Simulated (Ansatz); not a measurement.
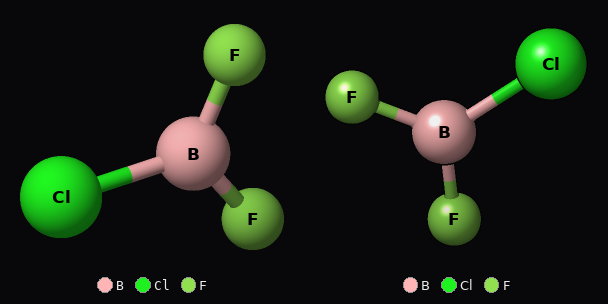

The same structure drawn twice, from different directions.

Computed geometry: PBE0-D4/def2-TZVP optimisation.

What does the picture show?

Formula BClF2. This geometry has C2v symmetry. All atoms lie on one plane. Coordination: 1 B trigonal planar.

More results for the same structure follow; atom numbers are the same in all pictures, views and colours differ.

**Geometry**

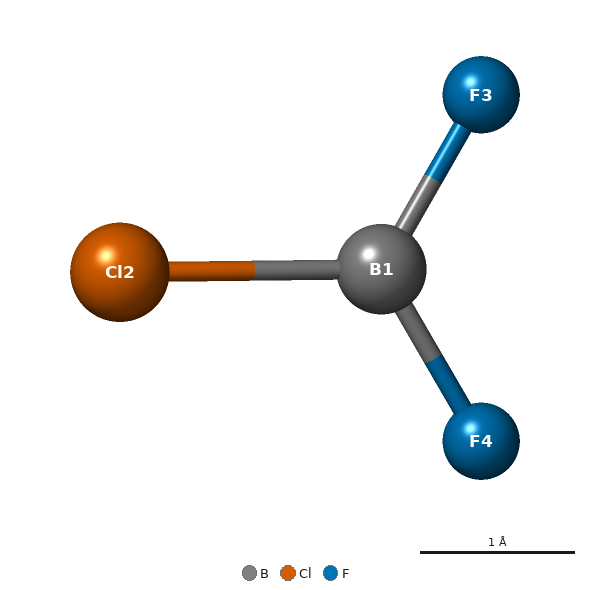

Atoms carry their numbers in the input.

Which atoms are bonded, and how long are the bonds?

| bond | length (Å) |
| --- | --- |
| B1–Cl2 | 1.740 |
| B1–F3 | 1.310 |
| B1–F4 | 1.310 |

**Vibrations**

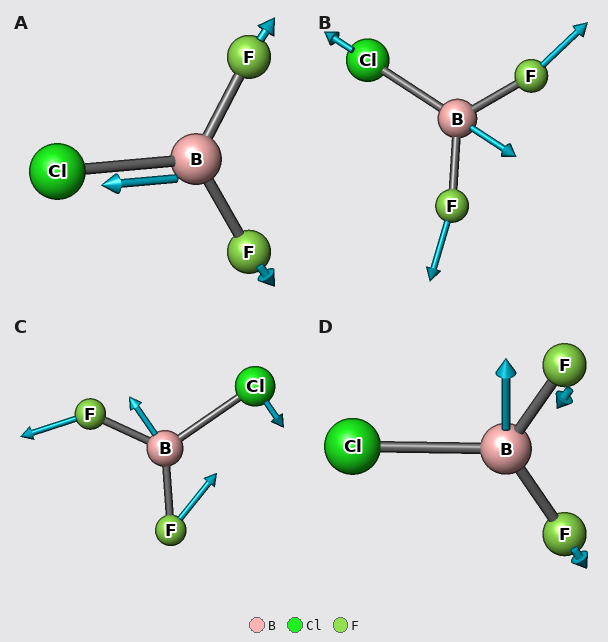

4 normal modes of one molecule or complex, as arrows. Harmonic vibrations computed with RKS PBE0-D4/def2-TZVP (Ansatz 0.2.0) at a stationary point of the same level.

**Match the panels to the wavenumbers 341 cm⁻¹, 701 cm⁻¹, 1261 cm⁻¹, 1458 cm⁻¹.**

A: 1261 cm⁻¹
B: 701 cm⁻¹
C: 341 cm⁻¹, Cl–B–F bending
D: 1458 cm⁻¹, out-of-phase stretching of 2 B–F bonds

**Electronic properties**

Method: CCSD(T)/CBS estimate, frozen core: MP2 correlation extrapolated from def2-TZVPP and def2-QZVPP, CCSD(T) minus MP2 from the smaller set (Ansatz 0.2.0).

**What is the T1 diagnostic?**

0.012.

**Dipole moment**

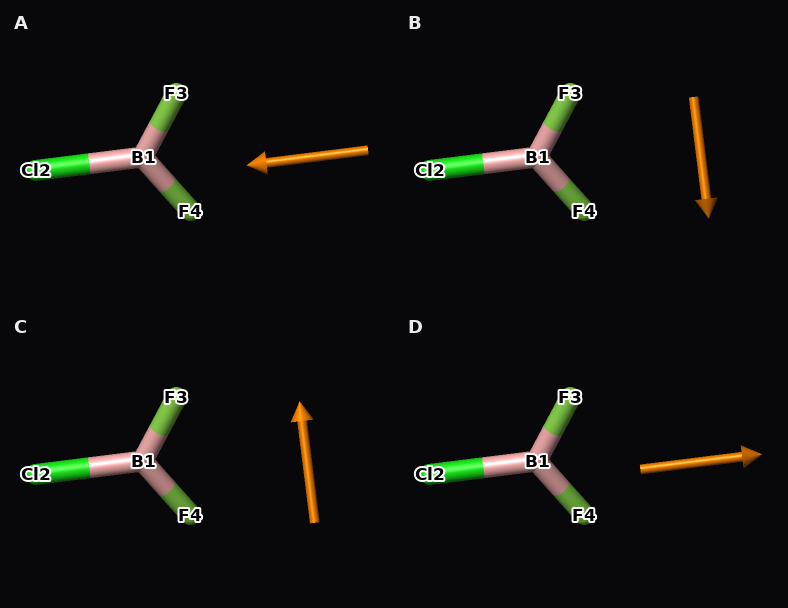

The same molecule four times, each with an arrow. Properties computed with RKS PBE0-D4/def2-TZVP (Ansatz 0.2.0).

**Which arrow points along the dipole moment, from the negative to the positive end?**

A. The dipole moment is 0.28 D; it points from the side of F3, F4 to the side of Cl2 (the outermost atoms at the two ends).
